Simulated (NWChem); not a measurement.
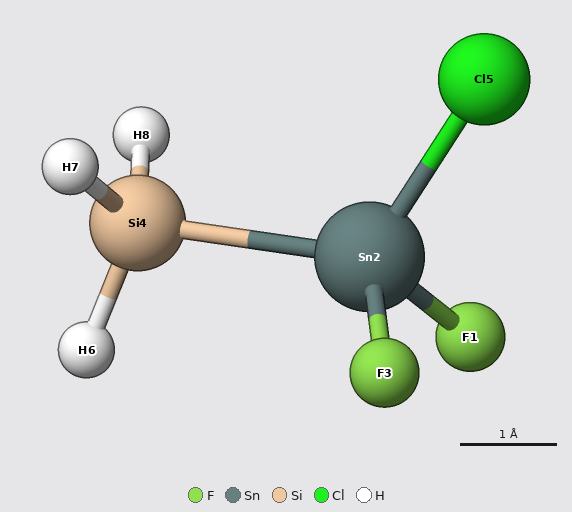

The structure (ball-and-stick view, seen at a tilt; atoms are numbered from 1 in the order of the input). Sticks mark near contacts. Bond lengths as drawn: Cl–Sn 2.30 Å, F–Sn 1.91 Å, H–Si 1.48 Å and Si–Sn 2.56 Å.

SnSiH₃ClF₂: energy and gradient calculation

The run: energy and gradient calculation of SnSiH₃ClF₂, SMILES [F][Sn]([F])([SiH3])[Cl]. Method and program: MP2/3-21G, RHF (NWChem 7.3.0).

The geometry comes from this level: PBE0-D4/def2-TZVP.

**Input file**
```python
from ase.io import read
from ase.calculators.nwchem import NWChem

molecule = read('clf2h3sisn.xyz')

calc = NWChem(
    label='clf2h3sisn',
    theory='mp2',
    memory='2200 mb',
    basis='3-21G',
    basispar='spherical bse',
    scf={'nopen': '0', 'rhf': None, 'thresh': '1e-08', 'maxiter': '80'},
    mp2={'freeze': 'core 30', 'tight': None},
)
molecule.calc = calc

forces = molecule.get_forces()
print(f"energy = {molecule.get_potential_energy():.6f} eV")
print("forces (eV/A):")
for s, f in zip(molecule.symbols, forces):
    print(f"{s:2s} {f[0]:10.5f} {f[1]:10.5f} {f[2]:10.5f}")
```

**File clf2h3sisn.xyz**
```
8
ClF2H3SiSn mp2
F      1.750700     0.213100    -1.883200
Sn     0.869500     0.675600    -0.256500
F      2.287700     0.595000     1.015800
Si    -1.056300    -0.917700     0.311300
Cl     0.371200     2.915500    -0.459200
H     -0.482700    -2.280700     0.371000
H     -1.594800    -0.480000     1.618400
H     -2.053100    -0.777800    -0.773600
```

**File clf2h3sisn.nwi**
```
title "clf2h3sisn"

permanent_dir clf2h3sisn

scratch_dir clf2h3sisn

start clf2h3sisn

geometry units angstrom nocenter noautosym noautoz
  F  1.7506999999999999e+00 2.1310000000000001e-01 -1.8832000000000000e+00
  Sn 8.6950000000000005e-01 6.7559999999999998e-01 -2.5650000000000001e-01
  F  2.2877000000000001e+00 5.9499999999999997e-01 1.0158000000000000e+00
  Si -1.0563000000000000e+00 -9.1769999999999996e-01 3.1130000000000002e-01
  Cl 3.7119999999999997e-01 2.9155000000000002e+00 -4.5920000000000000e-01
  H  -4.8270000000000002e-01 -2.2806999999999999e+00 3.7100000000000000e-01
  H  -1.5948000000000000e+00 -4.7999999999999998e-01 1.6184000000000001e+00
  H  -2.0531000000000001e+00 -7.7780000000000005e-01 -7.7359999999999995e-01
end

memory 2200 mb

basis spherical bse noprint
   * library 3-21G
end

scf
  nopen 0
  rhf
  thresh 1e-08
  maxiter 80
end
mp2
  freeze core 30
  tight
end

task mp2 gradient
```

Machine: 1 thread of Intel Xeon (Sapphire Rapids), 16 GiB of memory available, shared host.

Run as:
```bash
export ASE_NWCHEM_COMMAND="nwchem PREFIX.nwi > PREFIX.nwo"
python run.py
```

**Output**
```
energy = -188875.363714 eV
forces (eV/A):
F     0.06747    0.05914    0.20708
Sn    0.75380   -1.78167    0.09631
F    -0.01147    0.00216   -0.22554
Si   -0.00751    0.16537   -0.02304
Cl   -0.50018    1.80203   -0.14480
H     0.03245   -0.22554    0.02232
H    -0.13869    0.00828    0.18167
H    -0.19587   -0.02982   -0.11395
```

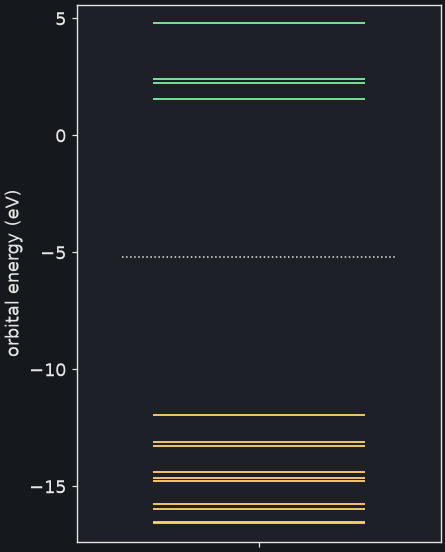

Orbital energies near the frontier (SCF reference); the dotted line parts filled from empty levels, and levels within 0.02 eV of each other stand side by side. Highest filled −11.94 eV, lowest empty 1.56 eV, 13.50 eV apart.

**Summary**

- outcome: converged
- total energy: −6941.041649 hartree
- SCF energy: −6940.654393 hartree
- correlation energy: −0.387256 hartree
- basis functions: 81
- largest force: 1.937 eV/Å
- HOMO of the SCF reference: −11.94 eV
- LUMO of the SCF reference: 1.56 eV
- wall time: 28 s
- peak memory: 0.22 GiB
